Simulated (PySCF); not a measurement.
# UCCSD(T)/STO-6G run of [BPH4]− (SMILES [BH2-]P)

Aim: the vertical ionisation energy of [BPH4]− at UCCSD(T)/STO-6G, from 2 runs. Input form: a Python script.

The results are computed with PySCF 2.14.0.

4 further runs of the same task are left out: 4 set aside as unsound or not needed.

### 1 The molecule

The species is [BPH4]− (6 atoms), meant as a doublet with charge -1. SMILES: `[BH2-]P`. Geometry: relaxed at GFN2-xTB.

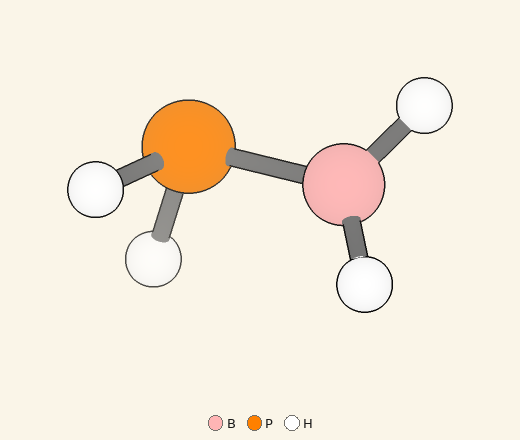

The structure, seen from a chosen angle (boron pink, phosphorus orange, hydrogen white).

### 2 A single-point energy at UCCSD(T)/STO-6G

Contents of input.py:

```python
from pyscf import gto, cc

molecule = gto.M(
    atom='''
B      0.058330    -0.904490    -0.063420
P      0.594500     0.859390    -0.069700
H     -1.074820    -1.226640     0.137320
H      0.887520    -1.733390    -0.266300
H     -0.421990     1.553630    -0.816460
H     -0.043540     1.451500     1.078550
''',
    spin=1,
    charge=-1,
    basis='sto-6g',
    verbose=4,
    max_memory=1860,
)

mf = molecule.UHF()
mf.conv_tol = 1e-10
mf.kernel()
if not mf.converged:
    mf = mf.newton().run(mf.mo_coeff, mf.mo_occ)

mycc = cc.CCSD(mf, frozen=6)
mycc.kernel()
e_t = mycc.ccsd_t()
energy = mycc.e_tot + e_t
print('E = %.10f Eh' % energy)
```

Started as:

```bash
OMP_NUM_THREADS=1 python input.py
```

Output:

```text
PySCF version 2.14.0

[INPUT] num. atoms = 6
[INPUT] num. electrons = 25
[INPUT] charge = -1
[INPUT] spin (= nelec alpha-beta = 2S) = 1
[INPUT] symmetry False subgroup None
[INPUT] Mole.unit = angstrom
[INPUT] Symbol           X                Y                Z      unit          X                Y                Z       unit  Magmom
[INPUT]  1 B      0.058330000000  -0.904490000000  -0.063420000000 AA    0.110227724846  -1.709238382408  -0.119846430820 Bohr   0.0
[INPUT]  2 P      0.594500000000   0.859390000000  -0.069700000000 AA    1.123442181054   1.624011734190  -0.131713910882 Bohr   0.0
[INPUT]  3 H     -1.074820000000  -1.226640000000   0.137320000000 AA   -2.031115433205  -2.318013653436   0.259497191425 Bohr   0.0
[INPUT]  4 H      0.887520000000  -1.733390000000  -0.266300000000 AA    1.677169730074  -3.275632367060  -0.503234066972 Bohr   0.0
[INPUT]  5 H     -0.421990000000   1.553630000000  -0.816460000000 AA   -0.797445527305   2.935935198908  -1.542885791662 Bohr   0.0
[INPUT]  6 H     -0.043540000000   1.451500000000   1.078550000000 AA   -0.082278675464   2.742937469806   2.038164111650 Bohr   0.0

nuclear repulsion = 46.1808073952251
number of shells = 12
number of NR pGTOs = 108
number of NR cGTOs = 18
basis = sto-6g
ecp = {}

[... 69 lines left out ...]
converged SCF energy = -366.283217573569  <S^2> = 0.76711741  2S+1 = 2.0170448
[... 1 line left out ...]
******** <class 'pyscf.cc.uccsd.UCCSD'> ********
CC2 = 0
CCSD nocc = (np.int64(7), np.int64(6)), nmo = (12, 12)
frozen orbitals 6
max_cycle = 50
direct = 0
conv_tol = 1e-07
conv_tol_normt = 1e-06
diis_space = 6
diis_start_cycle = 0
diis_start_energy_diff = 1e+09
Init t2, MP2 energy = -0.0653984910440871
Init E_corr(UCCSD) = -0.0653984910441232
cycle = 1  E_corr(UCCSD) = -0.0845789737459704  dE = -0.0191804827  norm(t1,t2) = 0.0599188
cycle = 2  E_corr(UCCSD) = -0.0912742231532658  dE = -0.00669524941  norm(t1,t2) = 0.0258322
cycle = 3  E_corr(UCCSD) = -0.096053212914542  dE = -0.00477898976  norm(t1,t2) = 0.0129925
cycle = 4  E_corr(UCCSD) = -0.0961020894536452  dE = -4.88765391e-05  norm(t1,t2) = 0.00358225
cycle = 5  E_corr(UCCSD) = -0.0961541692532558  dE = -5.20797996e-05  norm(t1,t2) = 0.000857848
cycle = 6  E_corr(UCCSD) = -0.0961561135964589  dE = -1.9443432e-06  norm(t1,t2) = 0.000352722
cycle = 7  E_corr(UCCSD) = -0.0961534892075405  dE = 2.62438892e-06  norm(t1,t2) = 0.000152708
cycle = 8  E_corr(UCCSD) = -0.0961549515075317  dE = -1.46229999e-06  norm(t1,t2) = 5.077e-05
cycle = 9  E_corr(UCCSD) = -0.0961554286427051  dE = -4.77135173e-07  norm(t1,t2) = 2.15327e-05
cycle = 10  E_corr(UCCSD) = -0.0961547481152239  dE = 6.80527481e-07  norm(t1,t2) = 5.02376e-06
cycle = 11  E_corr(UCCSD) = -0.0961544939231696  dE = 2.54192054e-07  norm(t1,t2) = 1.70468e-06
cycle = 12  E_corr(UCCSD) = -0.0961544556732175  dE = 3.82499522e-08  norm(t1,t2) = 6.31899e-07
UCCSD converged
E(UCCSD) = -366.3793720292427  E_corr = -0.09615445567321747
UCCSD(T) correction = -0.000575792949088338
E = -366.3799478222 Eh
```

Run time: 1.4 s. Hardware: 1 thread of AMD EPYC 7R43 (Zen 3), shared host; peak memory 0.12 GiB.

### 3 Singlet neutral BPH4

Contents of input.py:

```python
from pyscf import gto, cc

molecule = gto.M(
    atom='''
B    0.058330  -0.904490  -0.063420
P    0.594500   0.859390  -0.069700
H   -1.074820  -1.226640   0.137320
H    0.887520  -1.733390  -0.266300
H   -0.421990   1.553630  -0.816460
H   -0.043540   1.451500   1.078550
''',
    max_memory=1860,
    basis='sto-6g',
    verbose=4,
)

mf = molecule.RHF()
mf.conv_tol = 1e-10
mf.kernel()
if not mf.converged:
    mf = mf.newton().run(mf.mo_coeff, mf.mo_occ)

mycc = cc.CCSD(mf, frozen=6)
mycc.kernel()
e_t = mycc.ccsd_t()
e_final = mycc.e_tot + e_t
print('E(%s) = %.9f' % ('CCSD(T)', e_final))
```

Started as:

```bash
OMP_NUM_THREADS=1 python input.py
```

Output:

```text
PySCF version 2.14.0

[INPUT] num. atoms = 6
[INPUT] num. electrons = 24
[INPUT] charge = 0
[INPUT] spin (= nelec alpha-beta = 2S) = 0
[INPUT] symmetry False subgroup None
[INPUT] Mole.unit = angstrom
[INPUT] Symbol           X                Y                Z      unit          X                Y                Z       unit  Magmom
[INPUT]  1 B      0.058330000000  -0.904490000000  -0.063420000000 AA    0.110227724846  -1.709238382408  -0.119846430820 Bohr   0.0
[INPUT]  2 P      0.594500000000   0.859390000000  -0.069700000000 AA    1.123442181054   1.624011734190  -0.131713910882 Bohr   0.0
[INPUT]  3 H     -1.074820000000  -1.226640000000   0.137320000000 AA   -2.031115433205  -2.318013653436   0.259497191425 Bohr   0.0
[INPUT]  4 H      0.887520000000  -1.733390000000  -0.266300000000 AA    1.677169730074  -3.275632367060  -0.503234066972 Bohr   0.0
[INPUT]  5 H     -0.421990000000   1.553630000000  -0.816460000000 AA   -0.797445527305   2.935935198908  -1.542885791662 Bohr   0.0
[INPUT]  6 H     -0.043540000000   1.451500000000   1.078550000000 AA   -0.082278675464   2.742937469806   2.038164111650 Bohr   0.0

nuclear repulsion = 46.1808073952251
number of shells = 12
number of NR pGTOs = 108
number of NR cGTOs = 18
basis = sto-6g
ecp = {}

******** <class 'pyscf.scf.hf.RHF'> ********
method = RHF
initial guess = minao
damping factor = 0
level_shift factor = 0
DIIS = <class 'pyscf.scf.diis.CDIIS'>
diis_start_cycle = 1
diis_space = 8
diis_damp = 0
SCF conv_tol = 1e-10
SCF conv_tol_grad = None
SCF max_cycles = 50
direct_scf = True
direct_scf_tol = 1e-13
Set gradient conv threshold to 1e-05
Initial guess from minao.
init E= -366.153936840879
  HOMO = -0.189570100989201  LUMO = 0.0824378055489969  gap/eV = 7.40171
cycle= 1 E= -366.413493693483  delta_E= -0.26  |g|= 0.228  |ddm|= 2.57
  HOMO = -0.229979846578605  LUMO = 0.177300315500933  gap/eV = 11.08266
cycle= 2 E= -366.439211516035  delta_E= -0.0257  |g|= 0.0513  |ddm|= 0.426
  HOMO = -0.260050454247956  LUMO = 0.205242624228497  gap/eV = 12.66127
cycle= 3 E= -366.440642622723  delta_E= -0.00143  |g|= 0.013  |ddm|= 0.104
  HOMO = -0.257545106846037  LUMO = 0.204234359148069  gap/eV = 12.56566
cycle= 4 E= -366.440766465283  delta_E= -0.000124  |g|= 0.00153  |ddm|= 0.0368
  HOMO = -0.257418983710145  LUMO = 0.204676428922692  gap/eV = 12.57426
cycle= 5 E= -366.440768786519  delta_E= -2.32e-06  |g|= 0.000263  |ddm|= 0.0052
  HOMO = -0.257552087143944  LUMO = 0.204632516580211  gap/eV = 12.57668
cycle= 6 E= -366.44076884974  delta_E= -6.32e-08  |g|= 2.79e-05  |ddm|= 0.000975
  HOMO = -0.25754223896995  LUMO = 0.204657744889351  gap/eV = 12.57710
cycle= 7 E= -366.440768850344  delta_E= -6.05e-10  |g|= 6.57e-06  |ddm|= 8.24e-05
  HOMO = -0.257542133044193  LUMO = 0.204656412182943  gap/eV = 12.57706
cycle= 8 E= -366.440768850381  delta_E= -3.69e-11  |g|= 9.02e-07  |ddm|= 2.47e-05
  HOMO = -0.257542165384814  LUMO = 0.204656458436837  gap/eV = 12.57707
Extra cycle  E= -366.440768850382  delta_E= -7.96e-13  |g|= 4.64e-07  |ddm|= 2.35e-06
converged SCF energy = -366.440768850382

******** <class 'pyscf.cc.ccsd.CCSD'> ********
CC2 = 0
CCSD nocc = 6, nmo = 12
frozen orbitals 6
max_cycle = 50
direct = 0
conv_tol = 1e-07
conv_tol_normt = 1e-05
diis_space = 6
diis_start_cycle = 0
diis_start_energy_diff = 1e+09
Init t2, MP2 energy = -366.512307097203  E_corr(MP2) -0.071538246820565
Init E_corr(CCSD) = -0.0715382468207447
cycle = 1  E_corr(CCSD) = -0.0918512239842856  dE = -0.0203129772  norm(t1,t2) = 0.0476786
cycle = 2  E_corr(CCSD) = -0.0986916193981198  dE = -0.00684039541  norm(t1,t2) = 0.0181087
cycle = 3  E_corr(CCSD) = -0.102695456431442  dE = -0.00400383703  norm(t1,t2) = 0.00774921
cycle = 4  E_corr(CCSD) = -0.10282100161415  dE = -0.000125545183  norm(t1,t2) = 0.00158503
cycle = 5  E_corr(CCSD) = -0.102774804465443  dE = 4.61971487e-05  norm(t1,t2) = 0.000647421
cycle = 6  E_corr(CCSD) = -0.102772177545113  dE = 2.62692033e-06  norm(t1,t2) = 0.00013631
cycle = 7  E_corr(CCSD) = -0.102769947318891  dE = 2.23022622e-06  norm(t1,t2) = 3.60274e-05
cycle = 8  E_corr(CCSD) = -0.102770456050653  dE = -5.08731761e-07  norm(t1,t2) = 1.47265e-05
cycle = 9  E_corr(CCSD) = -0.102770612635171  dE = -1.56584518e-07  norm(t1,t2) = 7.99092e-06
cycle = 10  E_corr(CCSD) = -0.102770610185807  dE = 2.44936421e-09  norm(t1,t2) = 5.02002e-06
CCSD converged
E(CCSD) = -366.543539460568  E_corr = -0.1027706101858065
CCSD(T) correction = -0.000815284279705826
E(CCSD(T)) = -366.544354745
```

Run time: 1.1 s. Hardware: 1 thread of AMD EPYC 7R43 (Zen 3), shared host; peak memory 0.11 GiB.

### 4 What came out

At UCCSD(T)/STO-6G, 6 core orbitals frozen:

```
                                                                   quantity          value
                                              doublet [BPH4]−: total energy  -366.37995 Eh
doublet [BPH4]−: HOMO energy (Hartree–Fock orbitals) (highest over α and β)        3.02 eV
 doublet [BPH4]−: LUMO energy (Hartree–Fock orbitals) (lowest over α and β)       17.01 eV
               doublet [BPH4]−: correlation energy (6 core orbitals frozen)      -96.7 mEh
                                            doublet [BPH4]−: (T) correction      -0.58 mEh
                         doublet [BPH4]−: ⟨S²⟩ of the reference determinant          0.767
                                             doublet [BPH4]−: T1 diagnostic          0.009
                                         singlet neutral BPH4: total energy  -366.54435 Eh
                 singlet neutral BPH4: dipole moment (Hartree–Fock density)         0.75 D
                  singlet neutral BPH4: HOMO energy (Hartree–Fock orbitals)       -7.01 eV
                  singlet neutral BPH4: LUMO energy (Hartree–Fock orbitals)        5.57 eV
                singlet neutral BPH4: HOMO–LUMO gap (Hartree–Fock orbitals)       12.58 eV
          singlet neutral BPH4: correlation energy (6 core orbitals frozen)     -103.6 mEh
                                       singlet neutral BPH4: (T) correction      -0.82 mEh
                                        singlet neutral BPH4: T1 diagnostic          0.008
                        vertical detachment energy (to the singlet neutral)      -4.474 eV
```

In words: The species is unbound against losing an electron at this level, by 4.47 eV (−103 kcal/mol); missing correlation or diffuse functions can give that sign where the real anion is bound. Only the singlet of the ionised species was computed; a triplet could lie lower. In a minimal basis such a difference can be off by several eV, whatever the method. The triples (doublet [BPH4]−) make up 0.6 % of the correlation energy. The HOMO (doublet [BPH4]−) lies at positive energy, 3.02 eV: the electron is unbound at this level or held by a compact basis; values depend on the basis. The triples (singlet neutral BPH4) make up 0.8 % of the correlation energy.
